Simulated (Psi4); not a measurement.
# UPBE/aug-cc-pVTZ run of SiCl (SMILES [Si]Cl)

Aim: the vertical doublet–quartet gap of SiCl at UPBE/aug-cc-pVTZ, from 2 runs. 

The calculation is run with Psi4 1.11.

4 further runs of the same task are left out: 2 that didn't finish, 2 set aside as unsound or not needed.

### 1 The molecule

The species is SiCl (2 atoms), meant as a doublet with charge 0. As SMILES, `[Si]Cl`. The coordinates come from a PBE0-D4/def2-TZVP relaxation.

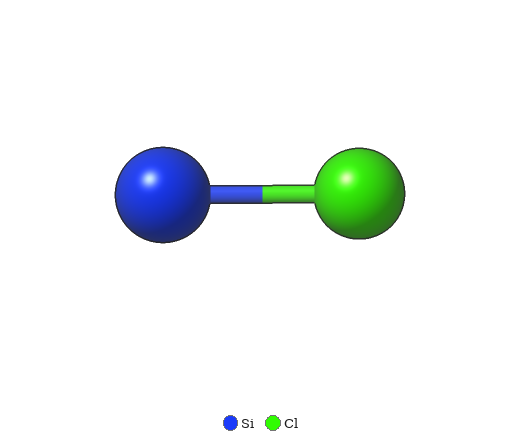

The structure, seen from a chosen angle (silicon blue, chlorine green).

### 2 Energy and gradient at UPBE/aug-cc-pVTZ

Input file clsi.json:

```json
{
 "schema_name": "qcschema_input",
 "schema_version": 1,
 "molecule": {
  "schema_name": "qcschema_molecule",
  "schema_version": 2,
  "symbols": ["Si", "Cl"],
  "geometry": [1.66637939, -0.55493697, 0.85438298, -1.66637939, 0.55493697, -0.85438298],
  "molecular_charge": 0,
  "molecular_multiplicity": 2,
  "fix_symmetry": "c1"
 },
 "driver": "gradient",
 "model": {
  "method": "pbe",
  "basis": "aug-cc-pVTZ"
 },
 "keywords": {
  "reference": "uks",
  "puream": true,
  "e_convergence": 1e-09,
  "d_convergence": 1e-08,
  "scf_type": "pk",
  "dft_radial_points": 99,
  "dft_spherical_points": 590,
  "maxiter": 100,
  "scf_properties": ["WIBERG_LOWDIN_INDICES", "QUADRUPOLE", "MULLIKEN_CHARGES"]
 }
}
```

Started as:

```bash
$ psi4 --qcschema clsi.json -n 1 --memory 2200MB
```

stdout (excerpt; [...] marks lines left out):

```text
[...]
  Running in c1 symmetry.
[...]
  Nuclear repulsion =   60.927614098545583
[...]
  Multiplicity = 2
[...]
  Nalpha       = 16
  Nbeta        = 15
[...]
    Number of basis functions: 100
[...]
   @UKS iter   1:  -749.30496602134542   -2.00618e-01   3.63074e-03 ADIIS/DIIS
[...]
   @UKS iter  11:  -749.36043009853074   -3.52429e-12   4.01079e-09 DIIS
[...]
   @S^2 Observed:                7.552394195E-01
[...]
    Orbital Energies [Eh]
    ---------------------
    Alpha Occupied:
       1A   -100.715407     2A    -65.489893     3A     -9.199304
       4A     -7.019982     5A     -7.017556     6A     -7.015550
       7A     -5.108840     8A     -3.524733     9A     -3.518664
      10A     -3.518377    11A     -0.769611    12A     -0.450985
      13A     -0.323476    14A     -0.320793    15A     -0.300347
      16A     -0.153239
    Alpha Virtual:
      17A     -0.144605    18A     -0.040007    19A     -0.003264
      20A      0.019683    21A      0.023759    22A      0.035734
      23A      0.050913    24A      0.053723    25A      0.056749
[...]
  @UKS Final Energy:  -749.36043009853074
   => Energetics <=
    Nuclear Repulsion Energy =             60.9276140985455825
    One-Electron Energy =               -1157.4077296336295149
    Two-Electron Energy =                 395.8447236998675294
    DFT Exchange-Correlation Energy =     -48.7250382633141896
    Empirical Dispersion Energy =           0.0000000000000000
    VV10 Nonlocal Energy =                  0.0000000000000000
    Total Energy =                       -749.3604300985307418
[...]
 Multipole Moments:
 ------------------------------------------------------------------------------------
     Multipole            Electronic (a.u.)      Nuclear  (a.u.)        Total (a.u.)
 ------------------------------------------------------------------------------------
 L = 1.  Multiply by 2.5417464519 to convert [e a0] to [Debye]
 Dipole X            :         -0.0000000            0.0000000           -0.0000000
 Dipole Y            :          0.0000000            0.0000000            0.0000000
 Dipole Z            :         -0.6188493            0.8660898            0.2472405
 Magnitude           :                                                    0.2472405
 L = 2.  Multiply by 1.3450342976 to convert [e a0^2] to [Debye ang]
 Quadrupole XX       :        -17.7822344            0.0000000          -17.7822344
 Quadrupole XY       :         -0.2057307            0.0000000           -0.2057307
[...]
  Mulliken Charges: (a.u.)
   Center  Symbol    Alpha    Beta     Spin     Total
       1    SI     7.38018  6.41533  0.96484  0.20449
       2    CL     8.61982  8.58467  0.03516 -0.20449
   Total alpha = 16.00000, Total beta = 15.00000, Total charge = -0.00000
  Wiberg Bond Indices using Orthogonal Lowdin Orbitals:
  Total Bond Index:
  Irrep: 1 Size: 2 x 2
                 1                   2
[...]
  -Total Gradient:
     Atom            X                  Y                   Z
    ------   -----------------  -----------------  -----------------
       1       -0.000000000000     0.000000000000    -0.008724827481
       2       -0.000000000000     0.000000000000     0.008722222583
[...]
```

The result, in JSON:

```text
{
 "driver": "gradient",
 "model": {
  "method": "pbe",
  "basis": "aug-cc-pVTZ"
 },
 "success": true,
 "return_result": [-3.714217953484134e-13, 2.201838137874486e-13, -0.008724827481462832, -2.1977340017389084e-13, 2.464904762928315e-13, 0.008722222582582373],
 "properties": {
  "calcinfo_nbasis": 100,
  "calcinfo_nmo": 100,
  "calcinfo_nalpha": 16,
  "calcinfo_nbeta": 15,
  "calcinfo_natom": 2,
  "nuclear_repulsion_energy": 60.92761409854558,
  "return_energy": -749.3604300985307,
  "return_gradient": [-3.714217953484134e-13, 2.201838137874486e-13, -0.008724827481462832, -2.1977340017389084e-13, 2.464904762928315e-13, 0.008722222582582373],
  "scf_one_electron_energy": -1157.4077296336295,
  "scf_two_electron_energy": 395.84472369986753,
  "scf_xc_energy": -48.72503826331419,
  "scf_dipole_moment": [-4.330528502217436e-14, 5.9781911824203e-16, 0.2472405364359479],
  "scf_total_energy": -749.3604300985307,
  "scf_total_gradient": [-3.714217953484134e-13, 2.201838137874486e-13, -0.008724827481462832, -2.1977340017389084e-13, 2.464904762928315e-13, 0.008722222582582373],
  "scf_iterations": 11
 }
}
```

Run time: 45 s. Hardware: 1 thread of Intel Xeon at 2.70GHz, shared host; peak memory 0.91 GiB.

### 3 The quartet, same level

Input file job.inp:

```
memory 2200 MB

molecule {
  0 4
  Si     0.881810    -0.293660     0.452120
  Cl    -0.881810     0.293660    -0.452120
  symmetry c1
  no_reorient
  no_com
}

set reference uks
set puream true
set e_convergence 1e-09
set d_convergence 1e-08
set scf_type pk
set dft_radial_points 99
set dft_spherical_points 590
set maxiter 100

E, wfn = gradient("pbe/aug-cc-pVTZ", return_wfn=True)
oeprop(wfn, "LOWDIN_CHARGES", "MAYER_INDICES", "MULLIKEN_CHARGES", title="PBE")
```

Started as:

```bash
$ psi4 -n 1 job.inp job.out
```

job.out (excerpt; [...] marks lines left out):

```text
[...]
  Running in c1 symmetry.
[...]
  Nuclear repulsion =   60.927613994992669
[...]
  Multiplicity = 4
[...]
  Nalpha       = 17
  Nbeta        = 14
[...]
    Number of basis functions: 100
[...]
   @UKS iter   1:  -749.19288038858315   -8.85321e-02   3.45070e-03 DIIS/ADIIS
[...]
   @UKS iter  11:  -749.24924923517665   -1.02318e-12   1.22312e-09 DIIS
[...]
   @S^2 Observed:                3.751498387E+00
[...]
  @UKS Final Energy:  -749.24924923517665
   => Energetics <=
    Nuclear Repulsion Energy =             60.9276139949926687
    One-Electron Energy =               -1156.8110827223445085
    Two-Electron Energy =                 395.3810930054617643
    DFT Exchange-Correlation Energy =     -48.7468735132865945
    Empirical Dispersion Energy =           0.0000000000000000
    VV10 Nonlocal Energy =                  0.0000000000000000
    Total Energy =                       -749.2492492351766487
[...]
 Multipole Moments:
 ------------------------------------------------------------------------------------
     Multipole            Electronic (a.u.)      Nuclear  (a.u.)        Total (a.u.)
 ------------------------------------------------------------------------------------
 L = 1.  Multiply by 2.5417464519 to convert [e a0] to [Debye]
 Dipole X            :          5.1828398           -4.9991382            0.1837016
 Dipole Y            :         -1.7259872            1.6648109           -0.0611762
 Dipole Z            :          2.6573361           -2.5631489            0.0941872
 Magnitude           :                                                    0.2153138
[...]
  -Total Gradient:
     Atom            X                  Y                   Z
    ------   -----------------  -----------------  -----------------
       1       -0.005371586293     0.001788843437    -0.002754109836
       2        0.005369449844    -0.001788131958     0.002753014444
[...]
  Mulliken Charges: (a.u.)
   Center  Symbol    Alpha    Beta     Spin     Total
       1    SI     8.26369  5.58444  2.67925  0.15188
       2    CL     8.73631  8.41556  0.32075 -0.15188
   Total alpha = 17.00000, Total beta = 14.00000, Total charge =  0.00000
  Lowdin Charges: (a.u.)
   Center  Symbol    Alpha    Beta     Spin     Total
       1    SI     8.31700  5.89430  2.42270 -0.21130
       2    CL     8.68300  8.10570  0.57730  0.21130
  Total alpha = 17.00000, Total beta = 14.00000, Total charge =  0.00000
[...]
```

It took 44 s on 1 thread of Intel Xeon at 2.70GHz, shared host; peak memory 0.91 GiB.

### 4 Outcome

Level: UPBE/aug-cc-pVTZ.

```
                                        quantity          value
                           doublet: total energy  -749.36043 Eh
                          doublet: dipole moment         0.63 D
     doublet: HOMO energy (highest over α and β)       -4.17 eV
      doublet: LUMO energy (lowest over α and β)       -3.93 eV
                                   doublet: ⟨S²⟩          0.755
               doublet: largest force on an atom     0.449 eV/Å
                           quartet: total energy  -749.24925 Eh
                          quartet: dipole moment         0.55 D
     quartet: HOMO energy (highest over α and β)       -4.73 eV
                                   quartet: ⟨S²⟩          3.751
               quartet: largest force on an atom     0.324 eV/Å
vertical energy of the quartet above the doublet       3.025 eV
```

What this shows: At this shape the quartet lies 3.03 eV (292 kJ/mol) above the doublet. The largest force (doublet) is 0.45 eV/Å: the shape isn't a stationary point for this species at this level.
